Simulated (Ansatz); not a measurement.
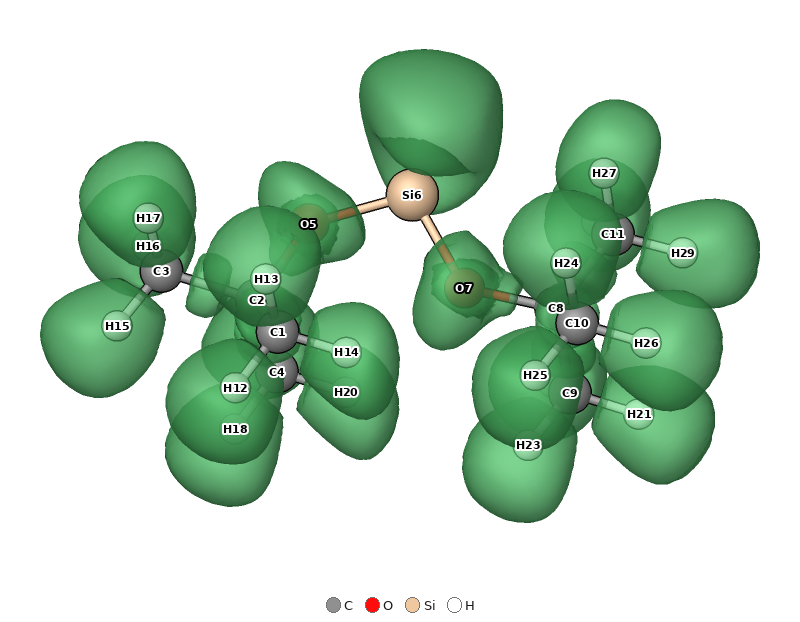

*C8H18O2Si (SMILES CC(C)(C)O[Si]OC(C)(C)C). Isosurface of the electron localisation function at 0.75 (green), seen from one side. Core shells and regions of very low density are left out.*

Geometry: PBE0-D4/def2-TZVP.

Theory: RKS PBE0-D4/def2-TZVPP (Ansatz 0.2.0).

```xyz
29

C     0.4921    0.9101    2.2276
C    -0.3498    1.8613    1.3907
C    -0.4208    3.2293    2.0478
C    -1.7468    1.3025    1.1673
O     0.2860    2.0676    0.1231
Si    0.7496    1.2112   -1.1863
O     0.3011   -0.3306   -0.7777
C     0.4323   -1.5682   -1.4756
C    -0.9268   -2.2474   -1.4112
C     1.4767   -2.3915   -0.7371
C     0.8493   -1.3573   -2.9245
H     0.0546    0.7929    3.2220
H     1.5039    1.3050    2.3433
H     0.5493   -0.0698    1.7531
H    -0.8973    3.1617    3.0286
H    -0.9972    3.9179    1.4269
H     0.5825    3.6403    2.1754
H    -2.2697    1.1981    2.1211
H    -2.3251    1.9772    0.5322
H    -1.6967    0.3247    0.6874
H    -0.8931   -3.2280   -1.8914
H    -1.6794   -1.6397   -1.9182
H    -1.2339   -2.3800   -0.3719
H     2.4471   -1.8909   -0.7677
H     1.1878   -2.5192    0.3081
H     1.5835   -3.3795   -1.1908
H     1.8245   -0.8695   -2.9908
H     0.1226   -0.7364   -3.4542
H     0.9139   -2.3200   -3.4367
```

> Describe the localisation domains.

At this value the surface marks out six regions between bonded C–C atoms (shared pairs), 18 regions around hydrogen nuclei, two regions on O in which the atom's valence shell and bonds are merged and one lobe on Si, pointing away from the bonds (lone pairs).

Values along the shortest contacts:
C–O (1.43 Å): the ELF peaks at about 0.85 between the atoms, as expected for a polar covalent bond. C–C (1.52 Å): the ELF peaks at about 0.95 between the atoms, as expected for a shared electron pair.
